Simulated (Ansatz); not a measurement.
# BNH6 (built from SMILES BN.[H][H]): a reaction path by the nudged elastic band

What path joins these two structures, and how high does it climb? Both ends were relaxed at PBE0-D4 in triple zeta.

Method: PBE0-D4/def2-SVP; program: Ansatz 0.2.0, Gaussian basis.

22 further runs of the same task are left out: 22 set aside as unsound or not needed.

### 1 Where the work starts

The first end: 8 atoms, charge 0, spin multiplicity 1.

Atoms are counted from 1 here; the program's logs count them from 0.

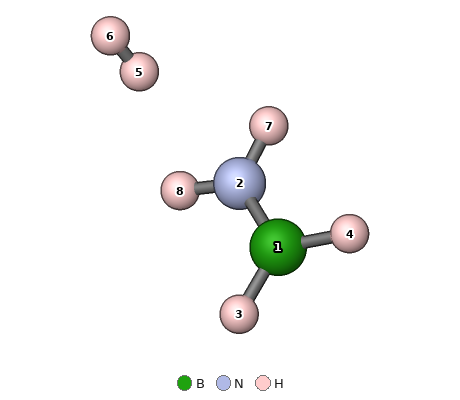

Start geometry, drawn with boron green, nitrogen light blue, hydrogen pink; atoms are numbered from 1 in the order of the file.

Geometry (Å):

```mol
BH6N
  3D, bonds by distance, orders not assigned

  8  6  0  0  0  0  0  0  0  0999 V2000
   -0.4554   -0.9012    0.9029 B   0  0
   -0.1082    0.4266    0.7129 N   0  0
    0.3848   -1.6746    1.2613 H   0  0
   -1.5857   -1.2396    0.7019 H   0  0
    0.7307    0.5971   -2.1090 H   0  0
    0.9766    0.8791   -2.7555 H   0  0
   -0.7630    1.1311    0.4178 H   0  0
    0.8203    0.7815    0.8677 H   0  0
  1  2  8  0
  1  3  8  0
  1  4  8  0
  2  7  8  0
  2  8  8  0
  5  6  8  0
M  END
```

The second end:

```xyz
8
BH6N
B    -0.0629   -0.7505   -0.3614
N     0.0605    0.7219    0.3476
H     0.2580   -1.5458    0.4955
H    -1.2241   -0.8480   -0.6956
H    -0.1841    1.4596   -0.3049
H     0.7052   -0.7194   -1.2988
H    -0.5603    0.7920    1.1473
H     1.0078    0.8902    0.6703
```

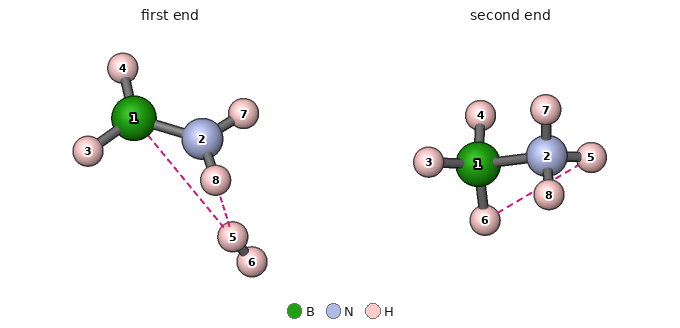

The two ends; dashed lines mark the contacts followed along the path.

### 2 The band at PBE0-D4/def2-SVP

Input file neb/in.yaml:

```yaml
crystal:
  periodic: [false, false, false]
  atoms:
    - {symbol: B, position_ang: [-0.455358, -0.901172, 0.902944]}
    - {symbol: N, position_ang: [-0.108212, 0.426633, 0.712875]}
    - {symbol: H, position_ang: [0.384778, -1.674642, 1.261284]}
    - {symbol: H, position_ang: [-1.585658, -1.239558, 0.701915]}
    - {symbol: H, position_ang: [0.730675, 0.597106, -2.108966]}
    - {symbol: H, position_ang: [0.976602, 0.879056, -2.755533]}
    - {symbol: H, position_ang: [-0.763007, 1.131061, 0.417831]}
    - {symbol: H, position_ang: [0.820280, 0.781518, 0.867748]}
basis:
  gaussian: {orbitals: def2-SVP}
hamiltonian: {xc: pbe0, dispersion: d4}
neb:
  images: 5
  climbing: true
  max_iterations: 40
  initial_path: idpp
  final_atoms:
    - {symbol: B, position_ang: [-0.062903, -0.750537, -0.361351]}
    - {symbol: N, position_ang: [0.060527, 0.721895, 0.347588]}
    - {symbol: H, position_ang: [0.258028, -1.545751, 0.495542]}
    - {symbol: H, position_ang: [-1.224103, -0.848038, -0.695620]}
    - {symbol: H, position_ang: [-0.184148, 1.459611, -0.304918]}
    - {symbol: H, position_ang: [0.705169, -0.719351, -1.298753]}
    - {symbol: H, position_ang: [-0.560296, 0.791980, 1.147290]}
    - {symbol: H, position_ang: [1.007826, 0.890190, 0.670322]}
```

Run with:

```
> ansatz run in.yaml --threads 2 --pin off --events-out ev --progress --plain --max-ram 4352MiB
```

The program printed:

```text
Functional definition: PBE0
  name "PBE0"
  cite "Adamo & Barone, J. Chem. Phys. 110, 6158 (1999) doi:10.1063/1.478522"
  cite "Perdew, Burke & Ernzerhof, Phys. Rev. Lett. 77, 3865 (1996) doi:10.1103/PhysRevLett.77.3865"
  parent pbe
  parameter a = 0.25
  parameter kappa = 0.804
  parameter beta = 0.06672455060314922
  exchange = (1 - a)*pbe_x(kappa = kappa, mu = beta*pi^2/3) + a*exact_x
  correlation = pbe_c(beta = beta)
647 factors; integrals over basis functions are off by at most 3.9e-4 eV
mean field evaluation 1: about -2255.4574 eV, gradient 4.4e1 eV
mean field evaluation 2: about -2252.0913 eV, gradient 5.8e1 eV
mean field evaluation 4: about -2259.4824 eV, gradient 1.3e0 eV
mean field evaluation 8: about -2259.4859 eV, gradient 1.3e-3 eV
mean field -2259.48586500 eV, -83.0345740041 hartree, gradient 2.1e-5 eV, S^2 0.000000; 0 other end points of the search recorded, 0 dependent functions left out
the calculation of the forces begins
reference -2259.48588978 eV, -83.0345749150 hartree; 9, 9 occupied and 49, 49 virtual orbitals, 647 factors
[... from here to the last solve, the lines of the solves are left out (153 solves) ...]
WARN: NEB end point (image 0): max|allowed force component| = 4.792e-1 eV/Å (the criterion of neb.relax_end_points is 1.000e-2). That is over neb.f_tol: it is no minimum, so the barrier can be far off. Relax it first
WARN: NEB end point (image 6): max|allowed force component| = 2.999e-1 eV/Å (the criterion of neb.relax_end_points is 1.000e-2). That is over neb.f_tol: it is no minimum, so the barrier can be far off. Relax it first
NEB iter   1: max|band force component| = 4.263e0 eV/Å  barrier→ = 5.5812 eV  barrier← = 5.7573 eV  Δτ_max = 0.2000 Å  (155 SCF iters)
NEB iter   2: max|band force component| = 3.733e0 eV/Å  barrier→ = 4.0357 eV  barrier← = 4.2117 eV  Δτ_max = 0.1036 Å  (126 SCF iters)
NEB iter   3: max|band force component| = 3.115e0 eV/Å  barrier→ = 3.5490 eV  barrier← = 3.7250 eV  Δτ_max = 0.1020 Å  (120 SCF iters)
NEB iter   4: max|band force component| = 2.822e0 eV/Å  barrier→ = 3.0439 eV  barrier← = 3.2199 eV  Δτ_max = 0.1024 Å  (116 SCF iters)
NEB iter   5: max|band force component| = 2.349e0 eV/Å  barrier→ = 2.5259 eV  barrier← = 2.7019 eV  Δτ_max = 0.2000 Å  (109 SCF iters)
NEB iter   6: max|band force component| = 2.141e0 eV/Å  barrier→ = 1.9102 eV  barrier← = 2.0862 eV  Δτ_max = 0.1003 Å  (117 SCF iters)
NEB iter   7: max|band force component| = 8.845e-1 eV/Å  barrier→ = 1.6323 eV  barrier← = 1.8083 eV  Δτ_max = 0.2000 Å  (109 SCF iters)
NEB iter   8: max|band force component| = 8.893e-1 eV/Å  barrier→ = 1.4421 eV  barrier← = 1.6182 eV  Δτ_max = 0.0987 Å  (114 SCF iters)
NEB iter   9: max|band force component| = 6.987e-1 eV/Å  barrier→ = 1.1816 eV  barrier← = 1.3577 eV  Δτ_max = 0.0963 Å  (110 SCF iters)
NEB iter  10: max|band force component| = 6.722e-1 eV/Å  barrier→ = 1.0017 eV  barrier← = 1.1778 eV  Δτ_max = 0.0849 Å  (106 SCF iters)
NEB iter  11: max|band force component| = 1.170e0 eV/Å  barrier→ = 0.8234 eV  barrier← = 0.9994 eV  Δτ_max = 0.0427 Å  (107 SCF iters)
NEB iter  12: max|band force component| = 1.429e0 eV/Å  barrier→ = 0.7695 eV  barrier← = 0.9455 eV  CI = image 4  Δτ_max = 0.0876 Å  (102 SCF iters)
NEB iter  13: max|band force component| = 1.398e0 eV/Å  barrier→ = 0.9599 eV  barrier← = 1.1359 eV  CI = image 4  Δτ_max = 0.1778 Å  (105 SCF iters)
NEB iter  14: max|band force component| = 1.145e0 eV/Å  barrier→ = 1.3205 eV  barrier← = 1.4965 eV  CI = image 4  Δτ_max = 0.1768 Å  (110 SCF iters)
NEB iter  15: max|band force component| = 1.144e0 eV/Å  barrier→ = 1.5325 eV  barrier← = 1.7085 eV  CI = image 4  Δτ_max = 0.0841 Å  (107 SCF iters)
NEB iter  16: max|band force component| = 4.357e-1 eV/Å  barrier→ = 1.4534 eV  barrier← = 1.6295 eV  CI = image 4  Δτ_max = 0.0522 Å  (103 SCF iters)
NEB iter  17: max|band force component| = 2.556e-1 eV/Å  barrier→ = 1.4389 eV  barrier← = 1.6149 eV  CI = image 4  Δτ_max = 0.0481 Å  (101 SCF iters)
NEB iter  18: max|band force component| = 1.320e-1 eV/Å  barrier→ = 1.4285 eV  barrier← = 1.6045 eV  CI = image 4  Δτ_max = 0.0143 Å  (101 SCF iters)
NEB iter  19: max|band force component| = 5.648e-2 eV/Å  barrier→ = 1.4279 eV  barrier← = 1.6039 eV  CI = image 4  Δτ_max = 0.0061 Å  (101 SCF iters)
648 factors; integrals over basis functions are off by at most 1.5e-3 eV
mean field -2258.41723865 eV, -82.9953027103 hartree, gradient 9.7e-7 eV, S^2 0.000000; 0 other end points of the search recorded, 0 dependent functions left out
the calculation of the forces begins
reference -2258.41726140 eV, -82.9953035461 hartree; 9, 9 occupied and 49, 49 virtual orbitals, 648 factors
NEB iter  20: max|band force component| = 3.373e-2 eV/Å  barrier→ = 1.4275 eV  barrier← = 1.6035 eV  CI = image 4  Δτ_max = 0.0000 Å  (1078 SCF iters)
Total energy: -2258.10875018 eV, -82.9839659679 hartree
Atom 0 at    -0.064834    -0.645338    -0.134237 Å, force    -0.013127    -0.000143     0.023584 eV/Å
Atom 1 at     0.007755     0.776287     0.518317 Å, force     0.018569     0.013338    -0.021654 eV/Å
Atom 2 at     0.846208    -1.393069     0.145336 Å, force     0.003868     0.006563    -0.003915 eV/Å
Atom 3 at    -1.182503    -1.096135    -0.254310 Å, force    -0.000513    -0.001460    -0.001164 eV/Å
Atom 4 at     0.231290     0.507382    -0.841010 Å, force    -0.003012    -0.021238     0.000517 eV/Å
Atom 5 at     0.240278    -0.287840    -1.430075 Å, force     0.003806     0.013679    -0.013878 eV/Å
Atom 6 at    -0.859281     1.179637     0.850554 Å, force    -0.005700    -0.004634     0.003770 eV/Å
Atom 7 at     0.781186     0.959077     1.145522 Å, force    -0.003890    -0.006104     0.012740 eV/Å
Dipole moment:     0.034385     0.430894     0.146905 e Å
```

Wall time 73 s (2 threads of Arm Neoverse V2, shared host).

The last band:

```csv
image,path (Å),energy (kJ/mol),B1–H6 (Å),N2–H5 (Å),B1–N2 (Å),H5–H6 (Å)
0,0.00,0.0,4.31,2.95,1.39,0.75
1,0.92,-0.2,3.76,2.85,1.39,0.76
2,1.83,2.5,3.11,2.81,1.39,0.76
3,2.75,27.1,2.21,2.28,1.40,0.76
4,3.66,137.7,1.38,1.40,1.57,0.99
5,4.75,-6.4,1.23,1.02,1.65,2.22
6,5.84,-17.0,1.21,1.01,1.64,2.55
```

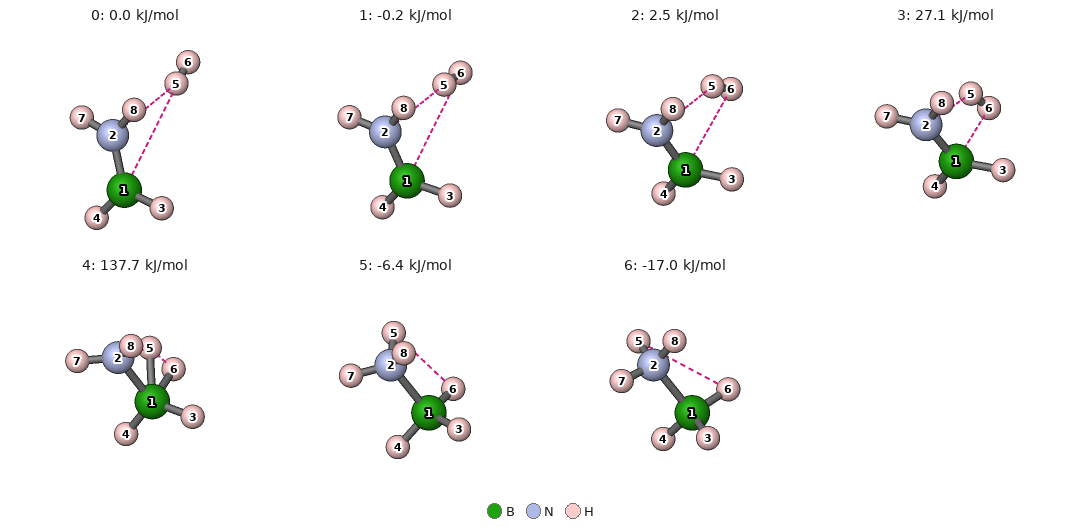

The images of the last band.

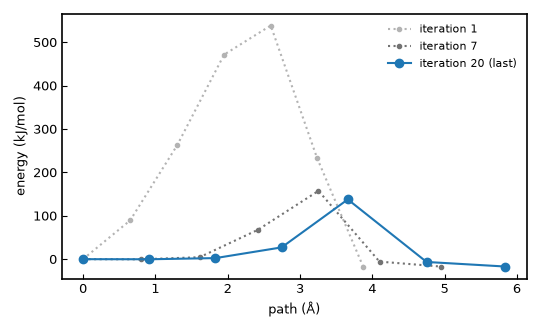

Energy along the path.

The highest image, 4:

```xyz
8
BH6N
B    -0.0648   -0.6453   -0.1342
N     0.0078    0.7763    0.5183
H     0.8462   -1.3931    0.1453
H    -1.1825   -1.0961   -0.2543
H     0.2313    0.5074   -0.8410
H     0.2403   -0.2878   -1.4301
H    -0.8593    1.1796    0.8506
H     0.7812    0.9591    1.1455
```

### 3 Summary of results

| quantity | value |
| --- | --- |
| PBE0-D4/def2-SVP, 20 iterations | highest 137.7 kJ/mol (image 4), last end -17.0 kJ/mol |
| from earlier runs: barrier over the separately found saddle, CCSD(T)/def2-TZVPP | 170.2 kJ/mol |

In words: The highest image lies 137.7 kJ/mol above the first end, and it climbed, so it estimates the saddle. The ends are not quite minima at this level (largest force component 0.48 eV/Å), so the heights are unreliable: relaxing the first end would lower it and raise the barrier above it. The highest image is 32.5 kJ/mol below the CCSD(T) barrier in triple zeta, which comes from separate runs on the saddle.
